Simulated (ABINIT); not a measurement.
## Beyond one shot: SiO2 (Stishovite)

How far does self-consistency move the gap of SiO2 (Stishovite)?

Calculated with ABINIT 10.8.3; PBE and many-body steps on it, plane waves.

## (1) Set-up

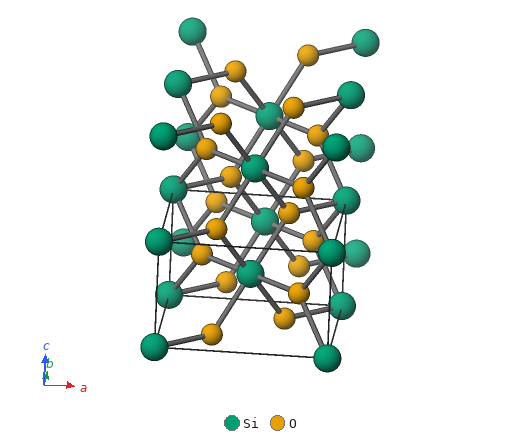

The cell as given, slightly off an axis (silicon teal, oxygen orange). 1×2×2 cells are drawn. Some periodic images of atoms are drawn too.

The cell and positions come from the Crystallography Open Database and are kept as given unless a step says otherwise.

## (2) Empty states on the mesh, 4×4×4 mesh, 145 bands

This step: ABINIT 10.8.3; DFT, PBE, plane waves, norm-conserving pseudopotentials.

The sums over transitions need many empty states on a uniform mesh; this step solves for them.

Input file run.abi:

```
acell 3*1.0 Angstrom
rprim 
  4.177300000000 0.000000000000 0.000000000000
  0.000000000000 4.177300000000 0.000000000000
  0.000000000000 0.000000000000 2.665200000000
ntypat 2
znucl 14 8
natom 6
typat 1 1 2 2 2 2
xred 
  0.000000000000 0.000000000000 0.000000000000
  0.500000000000 0.500000000000 0.500000000000
  0.305900000000 0.305900000000 0.000000000000
  0.194100000000 0.805900000000 0.500000000000
  0.694100000000 0.694100000000 0.000000000000
  0.805900000000 0.194100000000 0.500000000000
pp_dirpath "pseudos"
pseudos "Si.upf, O.upf"
ecut 36
ngkpt 4 4 4
nshiftk 1
shiftk 0 0 0
kptopt 1
chksymbreak 0
irdden 1
istwfk *1
nband 145
prtvol 0
optdriver 6
gwr_task "HDIAGO"
paral_kgb 0
occopt 1
indata_prefix "in"
outdata_prefix "out"
tmpdata_prefix "tmp"
```

Command:

```console
$ OMP_NUM_THREADS=1 mpirun -n 8 abinit run.abi > log
```

The program printed:

```text
.Version 10.8.3 of ABINIT. v10.8.2 released Aug 2026.

 Symmetries : space group P4_2/m n m (#136); Bravais tP (primitive tetrag.)
[... echo of the input left out ...]
== DATASET  1 ==================================================================
-   mpi_nproc: 8, omp_nthreads: 1 (-1 if OMP is not activated)

--- !DatasetInfo
iteration_state: {dtset: 1, }
dimensions: {natom: 6, nkpt: 18, mband: 145, nsppol: 1, nspinor: 1, nspden: 1, mpw: 3273, }
cutoff_energies: {ecut:  36.0, pawecutdg:  -1.0, }
[...]
Direct band gap semiconductor
 Fundamental gap:     5.686 (eV)
   VBM:     6.831 (eV) at k: [ 0.0000E+00,  0.0000E+00,  0.0000E+00]
   CBM:    12.517 (eV) at k: [ 0.0000E+00,  0.0000E+00,  0.0000E+00]
 Direct gap:         5.686 (eV) at k: [ 0.0000E+00,  0.0000E+00,  0.0000E+00]

== END DATASET(S) ==============================================================
================================================================================

 -outvars: echo values of variables after computation  --------
           etotal      0.0000000000E+00
            nband         145
             nkpt          18
          spgroup         136
 [... the other variables as echoed above ...]

 Calculation completed.
```

It took 67 s on 8 MPI ranks of Arm Neoverse V2, shared host; peak memory 5 GiB.

This step gave:

* gap: 5.686 eV
* k of the valence top: 0, 0, 0
* k of the conduction bottom: 0, 0, 0
* least direct gap: 5.686 eV
* k points computed: 18
* lowest point of the top converged band, above the valence top: 95.2639 eV

On this mesh the gap is 5.686 eV.

The density comes from a self-consistent run that is not shown.

## (3) Screening, 4×4×4 mesh, 137 bands, screening to 195.9 eV

The RPA dielectric matrix is built and inverted for each q.

This step: RPA screening on PBE, plane waves, norm-conserving pseudopotentials.

Changes to run.abi since step 2:

```diff
@@ -24,10 +24,11 @@
 chksymbreak 0
-irdden 1
 istwfk *1
-nband 145
-prtvol 0
-optdriver 6
-gwr_task "HDIAGO"
-paral_kgb 0
 occopt 1
+irdwfk 1
+optdriver 3
+nband 137
+ecuteps 7.2
+inclvkb 2
+awtr 1
+symchi 1
 indata_prefix "in"
```

The program printed:

```text
.Version 10.8.3 of ABINIT. v10.8.2 released Aug 2026.

 Symmetries : space group P4_2/m n m (#136); Bravais tP (primitive tetrag.)
[... echo of the input left out ...]
== DATASET  1 ==================================================================
-   mpi_nproc: 8, omp_nthreads: 1 (-1 if OMP is not activated)

--- !DatasetInfo
iteration_state: {dtset: 1, }
dimensions: {natom: 6, nkpt: 18, mband: 137, nsppol: 1, nspinor: 1, nspden: 1, mpw: 3273, }
cutoff_energies: {ecut:  36.0, pawecutdg:  -1.0, }
electrons: {nelect:   3.20000000E+01, charge:   0.00000000E+00, occopt:   1.00000000E+00, tsmear:   1.00000000E-02, }

 SCREENING: Calculation of the susceptibility and dielectric matrices

 Based on a program developped by R.W. Godby, V. Olevano, G. Onida, and L. Reining.
 Incorporated in ABINIT by V. Olevano, G.-M. Rignanese, and M. Torrent.
.Using double precision arithmetic ; gwpc =  8

[... cell and pseudopotentials left out ...]
--------------------------------------------------------------------------------

 ==== K-mesh for the wavefunctions ====
 Number of points in the irreducible wedge :    18
[... list of points left out ...]
 Together with 16 symmetry operations and time-reversal symmetry
 yields    64 points in the full Brillouin Zone.

 ==== Q-mesh for the screening function ====
 Number of points in the irreducible wedge :    18
[... list of points left out ...]
 Together with 16 symmetry operations and time-reversal symmetry
 yields    64 points in the full Brillouin Zone.

 setmesh: FFT mesh size selected  =    32x   32x   20
          total number of points  =        20480

 vcoul_init : cutoff-mode = AUXILIARY_FUNCTION
 q-points for optical limit:   1
     1)      0.000010    0.000020    0.000030

- screening: taking advantage of time-reversal symmetry
- Maximum band index for partially occupied states nbvw = 16
- Remaining bands to be divided among processors   nbcw = 121
- Number of bands treated by each node ~15

 Number of electrons calculated from density =   32.0000; Expected =   32.0000
 average of density, n =  0.101961
 r_s =    1.3279
 omega_plasma =   30.8015 [eV]

 calculating chi0 at frequencies [eV] :
  1    0.000000E+00    0.000000E+00
  2    0.000000E+00    3.080149E+01

--------------------------------------------------------------------------------
  q-point number  1        q = ( 0.000000, 0.000000, 0.000000) [r.l.u.]
--------------------------------------------------------------------------------
[... chi0 elements left out ...]
 For q-point:  0.000010 0.000020 0.000030
  dielectric constant =   3.3686
  dielectric constant without local fields =   3.6388

  Average fulfillment of the sum rule on Im[epsilon] for q-point    1 :     73.30  [%]
[... wings left out ...]
  q-point number  2        q = ( 0.250000, 0.000000, 0.000000) [r.l.u.]
--------------------------------------------------------------------------------
[... chi0 elements left out ...]
  Average fulfillment of the sum rule on Im[epsilon] for q-point    2 :     83.64  [%]

 [... 16 further q-points ...]
```

The job ended after 61 s (8 MPI ranks; peak memory 2.4 GiB).

This step gave:

```yaml
eps_infinity_with_local_fields_on_this_mesh_along_the_program_s_q_direction: 3.369
the_same_without_local_fields: 3.639
plasma_frequency: 30.80 eV
plane_waves_in_the_screening_matrix: 283
```

Local fields lower ε∞ by 7 %. On a Γ-centred mesh this coarse the value itself is usually too large, while a short band sum pulls it down.

## (4) G0W0

The self-energy is evaluated for the states that the input lists, and the levels follow from it, in one-shot runs by the linearised quasiparticle equation.

This step: G0W0 on PBE, plane waves, norm-conserving pseudopotentials.

Changes to run.abi since step 3:

```diff
@@ -27,8 +27,25 @@
 irdwfk 1
-optdriver 3
+optdriver 4
 nband 137
+gwcalctyp 0
+ecutsigx 36
+symsigma 1
+nkptgw 6
+kptgw 
+  0.0000000000 0.0000000000 0.0000000000
+  0.5000000000 0.0000000000 0.0000000000
+  0.5000000000 0.5000000000 0.0000000000
+  0.0000000000 0.0000000000 0.5000000000
+  0.5000000000 0.0000000000 0.5000000000
+  0.5000000000 0.5000000000 0.5000000000
+bdgw 
+  14 18
+  15 18
+  15 18
+  15 18
+  15 18
+  15 18
 ecuteps 7.2
-inclvkb 2
-awtr 1
-symchi 1
+irdscr 1
+ppmodel 1
 indata_prefix "in"
```

The program printed:

```text
.Version 10.8.3 of ABINIT. v10.8.2 released Aug 2026.

 Symmetries : space group P4_2/m n m (#136); Bravais tP (primitive tetrag.)
[... echo of the input left out ...]
== DATASET  1 ==================================================================
-   mpi_nproc: 8, omp_nthreads: 1 (-1 if OMP is not activated)

--- !DatasetInfo
iteration_state: {dtset: 1, }
dimensions: {natom: 6, nkpt: 18, mband: 137, nsppol: 1, nspinor: 1, nspden: 1, mpw: 3273, }
cutoff_energies: {ecut:  36.0, pawecutdg:  -1.0, }
electrons: {nelect:   3.20000000E+01, charge:   0.00000000E+00, occopt:   1.00000000E+00, tsmear:   1.00000000E-02, }

 SIGMA: Calculation of the GW corrections

 Based on a program developped by R.W. Godby, V. Olevano, G. Onida, and L. Reining.
 Incorporated in ABINIT by V. Olevano, G.-M. Rignanese, and M. Torrent.
.Using double precision arithmetic ; gwpc =  8

[... cell and pseudopotentials left out ...]
--------------------------------------------------------------------------------

 ==== K-mesh for the wavefunctions ====
 Number of points in the irreducible wedge :    18
[... list of points left out ...]
 Together with 16 symmetry operations and time-reversal symmetry
 yields    64 points in the full Brillouin Zone.

 ==== Q-mesh for screening function ====
 Number of points in the irreducible wedge :    18
[... list of points left out ...]
 Together with 16 symmetry operations and time-reversal symmetry
 yields    64 points in the full Brillouin Zone.

 vcoul_init : cutoff-mode = AUXILIARY_FUNCTION
 q-points for optical limit:   1
     1)      0.000010    0.000020    0.000030
 setmesh: FFT mesh size selected  =    48x   48x   30
          total number of points  =        69120

 Number of electrons calculated from density =   32.0000; Expected =   32.0000
 average of density, n =  0.101961
 r_s =    1.3279
 omega_plasma =   30.8015 [eV]

 === KS Band Gaps ===
  >>>> For spin  1
   Minimum direct gap =   5.6861 [eV], located at k-point      :   0.0000  0.0000  0.0000
   Fundamental gap    =   5.6861 [eV], Top of valence bands at :   0.0000  0.0000  0.0000
                                       Bottom of conduction at :   0.0000  0.0000  0.0000
 SIGMA fundamental parameters:
 PLASMON POLE MODEL  1
 number of plane-waves for SigmaX                 3273
 number of plane-waves for SigmaC and W            283
 number of plane-waves for wavefunctions          3273
 number of bands                                   137
 number of independent spin polarizations            1
 number of spinorial components                      1
 number of k-points in IBZ                          18
 number of q-points in IBZ                          18
 number of symmetry operations                      16
 number of k-points in BZ                           64
 number of q-points in BZ                           64
 number of frequencies for dSigma/dE                 9
 frequency step for dSigma/dE [eV]                0.25
 number of omega for Sigma on real axis              0
 max omega for Sigma on real axis  [eV]           0.00
 zcut for avoiding poles [eV]                     0.10

 EPSILON^-1 parameters (SCR file):
 dimension of the eps^-1 matrix on file            283
 dimension of the eps^-1 matrix used               283
 number of plane-waves for wavefunctions          3273
 number of bands                                   137
 number of q-points in IBZ                          18
 number of frequencies                               2
 number of real frequencies                          1
 number of imag frequencies                          1

 matrix elements of self-energy operator (all in [eV])

 Perturbative Calculation

--- !SelfEnergy_ee
iteration_state: {dtset: 1, }
kpoint     : [   0.000,    0.000,    0.000, ]
spin       : 1
KS_gap     :    5.686
QP_gap     :    8.020
Delta_QP_KS:    2.334
data: !SigmaeeData |
     Band     E0 <VxcDFT>   SigX SigC(E0)      Z dSigC/dE  Sig(E)    E-E0       E
       14   5.947 -21.145 -26.683   4.316   0.823  -0.215 -22.150  -1.006   4.941
       15   5.947 -21.145 -26.683   4.316   0.823  -0.215 -22.150  -1.006   4.941
       16   6.831 -21.357 -27.128   4.572   0.820  -0.219 -22.341  -0.983   5.847
       17  12.517 -15.871 -10.249  -4.027   0.847  -0.181 -14.520   1.351  13.868
       18  13.594 -11.823  -6.067  -4.264   0.866  -0.155 -10.530   1.293  14.886

--- !SelfEnergy_ee
iteration_state: {dtset: 1, }
kpoint     : [   0.500,    0.000,    0.000, ]
spin       : 1
KS_gap     :    8.860
QP_gap     :   11.596
Delta_QP_KS:    2.736
data: !SigmaeeData |
     Band     E0 <VxcDFT>   SigX SigC(E0)      Z dSigC/dE  Sig(E)    E-E0       E
       15   5.765 -20.608 -26.431   4.467   0.821  -0.218 -21.721  -1.114   4.652
[...]
--- !SelfEnergy_ee
iteration_state: {dtset: 1, }
kpoint     : [   0.500,    0.500,    0.000, ]
spin       : 1
KS_gap     :    9.757
QP_gap     :   12.683
Delta_QP_KS:    2.926
data: !SigmaeeData |
     Band     E0 <VxcDFT>   SigX SigC(E0)      Z dSigC/dE  Sig(E)    E-E0       E
[...]
--- !SelfEnergy_ee
iteration_state: {dtset: 1, }
kpoint     : [   0.000,    0.000,    0.500, ]
spin       : 1
KS_gap     :   11.813
QP_gap     :   15.114
Delta_QP_KS:    3.301
data: !SigmaeeData |
     Band     E0 <VxcDFT>   SigX SigC(E0)      Z dSigC/dE  Sig(E)    E-E0       E
[...]
--- !SelfEnergy_ee
iteration_state: {dtset: 1, }
kpoint     : [   0.500,    0.000,    0.500, ]
spin       : 1
KS_gap     :   10.576
QP_gap     :   13.641
Delta_QP_KS:    3.065
data: !SigmaeeData |
     Band     E0 <VxcDFT>   SigX SigC(E0)      Z dSigC/dE  Sig(E)    E-E0       E
[...]
--- !SelfEnergy_ee
iteration_state: {dtset: 1, }
kpoint     : [   0.500,    0.500,    0.500, ]
spin       : 1
KS_gap     :    8.790
QP_gap     :   11.591
Delta_QP_KS:    2.802
data: !SigmaeeData |
     Band     E0 <VxcDFT>   SigX SigC(E0)      Z dSigC/dE  Sig(E)    E-E0       E
[...]
16   5.284 -20.236 -26.446   4.707   0.818  -0.222 -21.466  -1.230   4.054
       17  14.073 -14.802  -8.791  -4.167   0.852  -0.173 -13.230   1.572  15.645
       18  14.073 -14.802  -8.791  -4.167   0.852  -0.173 -13.230   1.572  15.645

== END DATASET(S) ==============================================================
================================================================================

 -outvars: echo values of variables after computation  --------
           etotal      0.0000000000E+00
            nband         137
             nkpt          18
          spgroup         136
 [... the other variables as echoed above ...]

 Calculation completed.
```

Run time: 31 s. Hardware: 8 MPI ranks; peak memory 2.3 GiB; 4.2 min of CPU time.

Numbers from this step:

```yaml
g0w0_gap_on_the_mesh: 8.021 eV
starting_gap_on_the_mesh: 5.686 eV
k_of_the_valence_top: 0, 0, 0
k_of_the_conduction_bottom: 0, 0, 0
z_at_the_valence_top: 0.82
z_at_the_conduction_bottom: 0.847
least_direct_g0w0_gap_on_the_computed_points: 8.021 eV
```

The gap on the mesh goes from 5.69 eV to 8.02 eV, a correction of +2.33 eV.

## (5) evGW0, cycle 1

This step: evGW0 on PBE, plane waves, norm-conserving pseudopotentials.

Changes to run.abi since step 4:

```diff
@@ -29,20 +29,44 @@
 nband 137
-gwcalctyp 0
+gwcalctyp 10
 ecutsigx 36
 symsigma 1
-nkptgw 6
+nkptgw 18
 kptgw 
   0.0000000000 0.0000000000 0.0000000000
+  0.2500000000 0.0000000000 0.0000000000
   0.5000000000 0.0000000000 0.0000000000
+  0.2500000000 0.2500000000 0.0000000000
+  0.5000000000 0.2500000000 0.0000000000
   0.5000000000 0.5000000000 0.0000000000
+  0.0000000000 0.0000000000 0.2500000000
+  0.2500000000 0.0000000000 0.2500000000
+  0.5000000000 0.0000000000 0.2500000000
+  0.2500000000 0.2500000000 0.2500000000
+  0.5000000000 0.2500000000 0.2500000000
+  0.5000000000 0.5000000000 0.2500000000
   0.0000000000 0.0000000000 0.5000000000
+  0.2500000000 0.0000000000 0.5000000000
   0.5000000000 0.0000000000 0.5000000000
+  0.2500000000 0.2500000000 0.5000000000
+  0.5000000000 0.2500000000 0.5000000000
   0.5000000000 0.5000000000 0.5000000000
 bdgw 
-  14 18
-  15 18
-  15 18
-  15 18
-  15 18
-  15 18
+  5 22
+  5 22
+  5 22
+  5 22
+  5 22
+  5 22
+  5 22
+  5 22
+  5 22
+  5 22
+  5 22
+  5 22
+  5 22
+  5 22
+  5 22
+  5 22
+  5 22
+  5 22
 ecuteps 7.2
```

The program printed:

```text
.Version 10.8.3 of ABINIT. v10.8.2 released Aug 2026.

 Symmetries : space group P4_2/m n m (#136); Bravais tP (primitive tetrag.)
[... echo of the input left out ...]
== DATASET  1 ==================================================================
-   mpi_nproc: 8, omp_nthreads: 1 (-1 if OMP is not activated)

--- !DatasetInfo
iteration_state: {dtset: 1, }
dimensions: {natom: 6, nkpt: 18, mband: 137, nsppol: 1, nspinor: 1, nspden: 1, mpw: 3273, }
cutoff_energies: {ecut:  36.0, pawecutdg:  -1.0, }
electrons: {nelect:   3.20000000E+01, charge:   0.00000000E+00, occopt:   1.00000000E+00, tsmear:   1.00000000E-02, }

 SIGMA: Calculation of the GW corrections

 Based on a program developped by R.W. Godby, V. Olevano, G. Onida, and L. Reining.
 Incorporated in ABINIT by V. Olevano, G.-M. Rignanese, and M. Torrent.
.Using double precision arithmetic ; gwpc =  8

[... cell and pseudopotentials left out ...]
--------------------------------------------------------------------------------

 ==== K-mesh for the wavefunctions ====
 Number of points in the irreducible wedge :    18
[... list of points left out ...]
 Together with 16 symmetry operations and time-reversal symmetry
 yields    64 points in the full Brillouin Zone.

 ==== Q-mesh for screening function ====
 Number of points in the irreducible wedge :    18
[... list of points left out ...]
 Together with 16 symmetry operations and time-reversal symmetry
 yields    64 points in the full Brillouin Zone.

 vcoul_init : cutoff-mode = AUXILIARY_FUNCTION
 q-points for optical limit:   1
     1)      0.000010    0.000020    0.000030
 setmesh: FFT mesh size selected  =    48x   48x   30
          total number of points  =        69120

 Number of electrons calculated from density =   32.0000; Expected =   32.0000
[...]
Delta_QP_KS:    2.832
data: !SigmaeeData |
     Band     E_DFT   <VxcDFT>   E(N-1)  <Hhartree>   SigX  SigC[E(N-1)]    Z     dSigC/dE  Sig[E(N)]  DeltaE  E(N)_pert E(N)_diago
[...]
--- !SelfEnergy_ee
iteration_state: {dtset: 1, }
kpoint     : [   0.500,    0.500,    0.500, ]
spin       : 1
KS_gap     :    8.790
QP_gap     :   11.591
Delta_QP_KS:    2.802
data: !SigmaeeData |
     Band     E_DFT   <VxcDFT>   E(N-1)  <Hhartree>   SigX  SigC[E(N-1)]    Z     dSigC/dE  Sig[E(N)]  DeltaE  E(N)_pert E(N)_diago
[...]
21    18.573   -12.111    18.573    30.685    -5.713    -4.687     0.861    -0.162   -10.639     1.473    20.046    20.285
       22    18.573   -12.111    18.573    30.685    -5.713    -4.687     0.861    -0.162   -10.639     1.472    20.046    20.285

 New Fermi energy :        3.627910E-01 Ha ,    9.872046E+00 eV

 === QP Band Gaps ===
  >>>> For spin  1
   Minimum direct gap =   8.4799 [eV], located at k-point      :   0.0000  0.0000  0.0000
   Fundamental gap    =   8.4799 [eV], Top of valence bands at :   0.0000  0.0000  0.0000
                                       Bottom of conduction at :   0.0000  0.0000  0.0000

 writing QP data on file : out_QPS

 Convergence of QP corrections
 >>>>> For spin  1 <<<<<
.  kptgw no:  1; Maximum DeltaE = (****************) for band index:  1
.  kptgw no:  2; Maximum DeltaE = (   1.217   0.000) for band index:  1
.  kptgw no:  3; Maximum DeltaE = (   1.253   0.000) for band index:  1
.  kptgw no:  4; Maximum DeltaE = (   1.284  -0.000) for band index:  1
[...]
.  kptgw no: 17; Maximum DeltaE = (   1.361   0.000) for band index:  2
.  kptgw no: 18; Maximum DeltaE = (   1.416   0.000) for band index:  2

== END DATASET(S) ==============================================================
================================================================================

 -outvars: echo values of variables after computation  --------
           etotal      0.0000000000E+00
            nband         137
             nkpt          18
          spgroup         136
 [... the other variables as echoed above ...]

 Calculation completed.
```

It took 9.4 min on 8 MPI ranks; peak memory 4.7 GiB; 76 min of CPU time.

This step gave:

```
quasiparticle gap on the mesh                         : 8.48 eV
gap of the density functional on the mesh             : 5.686 eV
k of the valence top                                  : 0, 0, 0
k of the conduction bottom                            : 0, 0, 0
Z at the valence top                                  : 0.82
Z at the conduction bottom                            : 0.847
least direct quasiparticle gap on the computed points : 8.48 eV
```

Against G0W0 in ABINIT (4×4×4 mesh, 137 bands, screening to 195.9 eV, Godby-Needs plasmon pole), the gap moves by +0.459 eV. This first cycle still uses the starting levels; it takes the full correction, at all points of the mesh, and its linearised value is 8.021 eV.

[end of part 1 of 3]

[Paths, hosts, dates, memory and timing lines, banners, echoed tables and standing remarks are left out of the program output.]

[Logs are printed without paths, hosts, clocks, repeated set-up lines and the standing remarks that a program may print on its own settings, such as how far it seeks lower states.]

[Runs of the session that timed out or met a known fault of the program may be left out.]

[Hosts, paths, dates, database ids (printed as entryN), source tags and the programs' standing remarks are cut or masked in the printed files.]

[G0W0 gaps are taken among the corrected bands and points alone; a level outside them can change the order at an edge.]

[Where Ansatz stands beside ABINIT at settings called matched, ABINIT's density can come from a denser mesh and the files from another edition; pairs whose starting gaps differed by over 0.03 eV were left out, so agreement reads better than it is.]
